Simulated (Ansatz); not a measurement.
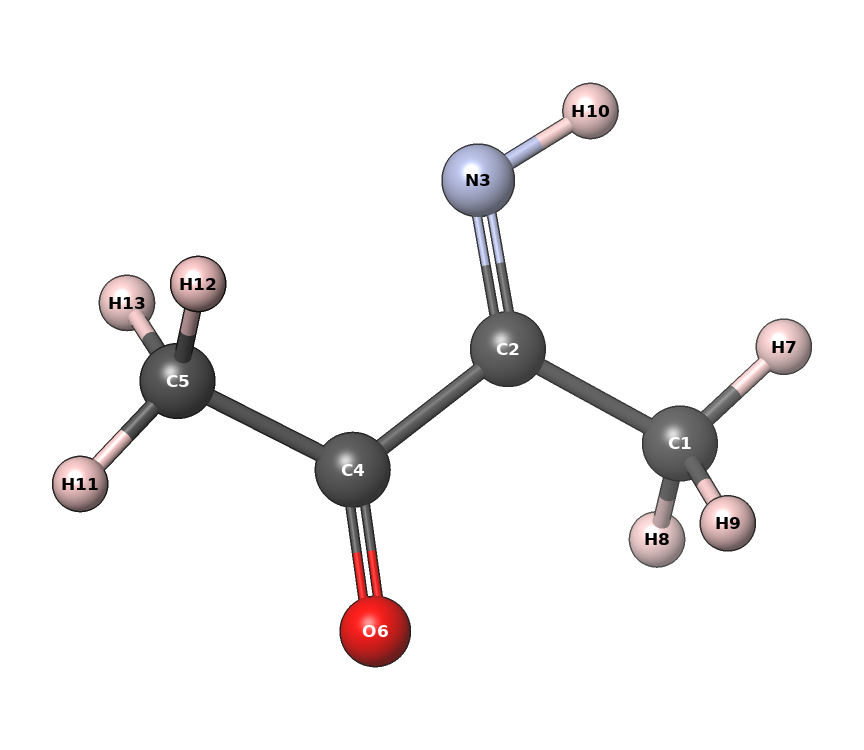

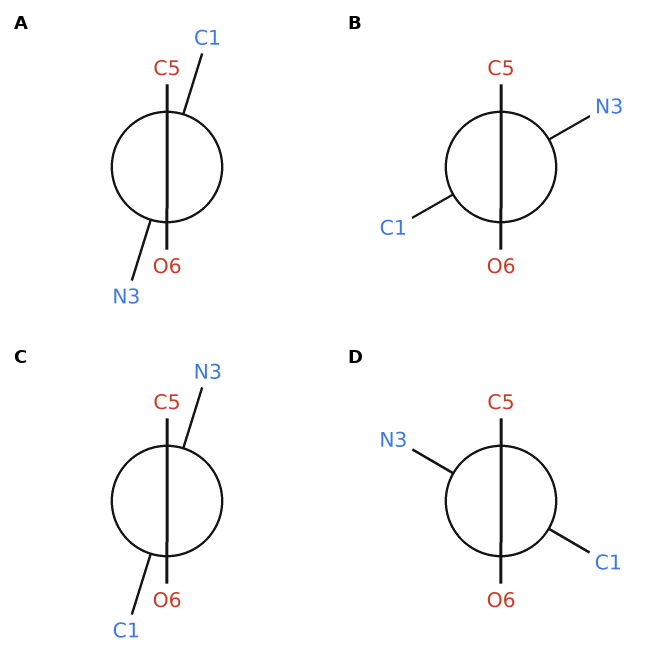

Distant atoms are faded towards the background colour. Bonds that would overlap in a projection are set slightly apart. The computed structure is the end point of a PBE0-D4/def2-TZVP optimisation. No frequency run is at hand to confirm it as a minimum.

Q: Which Newman projection shows the view along C4–C2, with C4 in front?

A: C. The torsion angle O6–C4–C2–N3 is 180°, antiperiplanar (anti).
